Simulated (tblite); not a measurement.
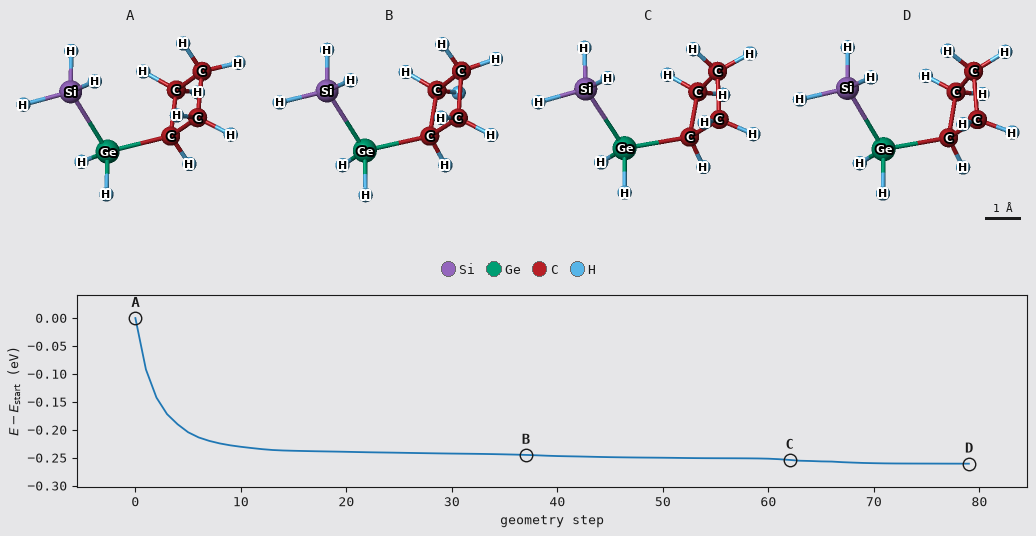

Frames of a relaxation of C₄H₁₂GeSi, marked on the history of the run. Style: ball-and-stick. Shown at a tilt.

Computed with GFN2-xTB geometry optimisation, gas phase (tblite). 

> Describe the path.

After 79 geometry steps the energy has fallen by 0.260 eV. The largest move after the best rigid fit is that of an H atom, 0.49 Å. Largest moves by element: H 0.49 Å, C 0.17 Å, Si 0.11 Å, Ge 0.08 Å. Among the contacts that change: C–Ge 1.942 → 1.989 Å, Ge–H 1.559 → 1.516 Å, C–H 1.117 → 1.092 Å, Ge–Si 2.323 → 2.341 Å. Among the angles between lasting bonds that change: H–Ge–H 109.3° → 101.8°, H–C–H 114.5° → 108.5°, H–C–H 113.6° → 108.5°. Cost: 1.9 s on 1 thread of Intel(R) Xeon(R) Processor @ 2.50GHz, with other jobs on the host. From step 0 to 37: H atoms move most (0.17 Å), energy −0.245 eV. From step 37 to 62: an H atom moves most (0.28 Å), energy −0.009 eV. From step 62 to 79: H atoms move most (0.14 Å), energy −0.007 eV.
